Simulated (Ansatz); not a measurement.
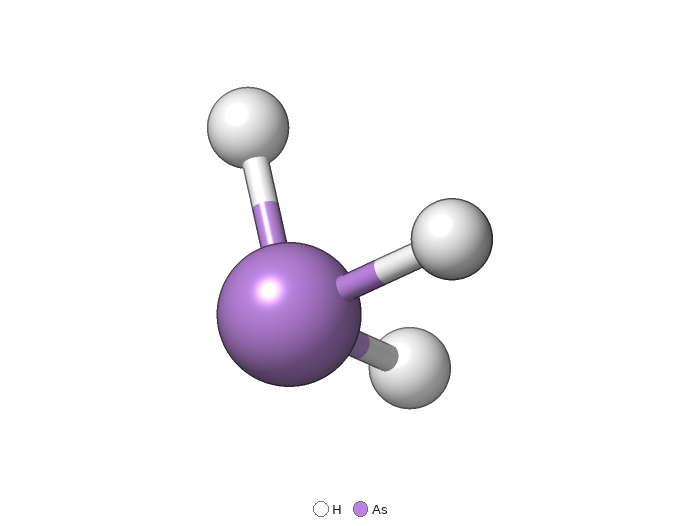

Description:

Formula AsH₃. This geometry has C3v symmetry. Coordination: 1 As trigonal pyramidal.

More results for the same structure follow; atom numbers are the same in all pictures, views and colours differ. The computed structure is the end point of a PBE0-D4/def2-TZVP optimisation.

### Vibrations

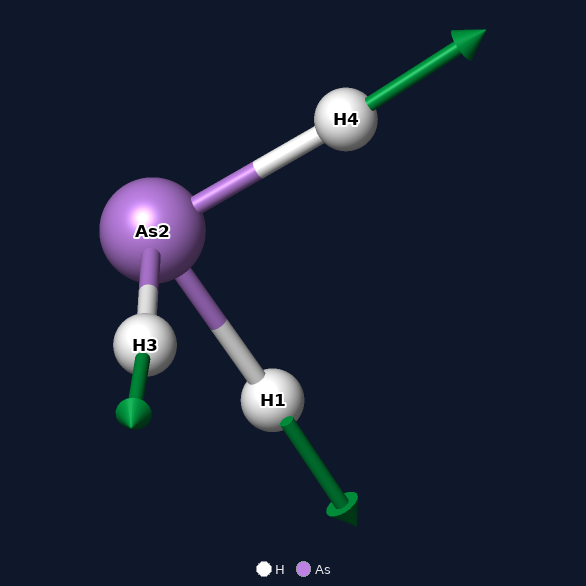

The arrows show one normal mode. Harmonic vibrations computed with RKS PBE0-D4/def2-TZVP (Ansatz 0.2.0) at a stationary point of the same level.

Describe the motion.

Mostly in-phase stretching of 3 As–H bonds.

At what wavenumber does it lie?

2215 cm⁻¹; it is mode 4 of 6 counted from the lowest.

### Charges

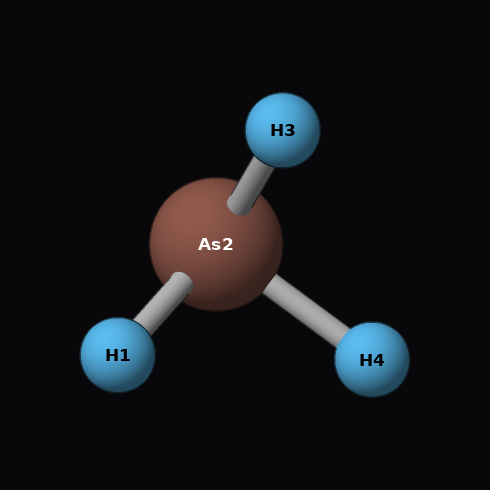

The questions are on Mulliken charges. Properties computed with RKS PBE0-D4/def2-TZVP (Ansatz 0.2.0).

List the Mulliken charges.

| atom | value (e) |
| --- | --- |
| H1 | 0.07 |
| As2 | −0.21 |
| H3 | 0.07 |
| H4 | 0.07 |

### Electronic properties

Level of theory: CCSD(T)/CBS estimate, frozen core: CCSD(T) correlation extrapolated from def2-TZVPP and def2-QZVPP (Ansatz 0.2.0).

Give the T1 diagnostic at this level.

0.011.

Mulliken values depend strongly on the basis set and can even reverse the polarity of a bond.
